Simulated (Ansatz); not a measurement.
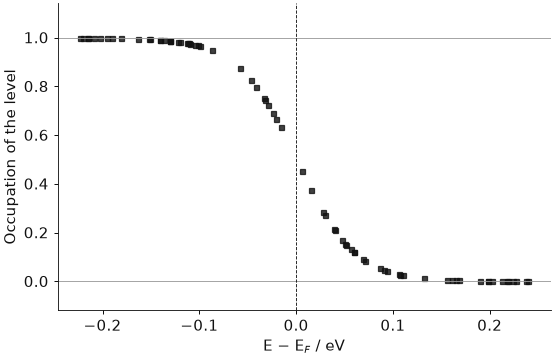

Occupations of the one-electron levels of the k mesh against their energy, from a run on ZrSnI6, space group P4/mmm (No. 123), 8 atoms in the cell, AlSiNi6-123 type type, with Ansatz.

### Which smearing scheme was used (Fermi-Dirac, Gaussian, Methfessel-Paxton or cold), and about what width?

Fermi-Dirac smearing with a width of 0.03 eV. The occupations stay between 0 and 1 and have long exponential tails; the slope at the Fermi level is 1/(4 × width).
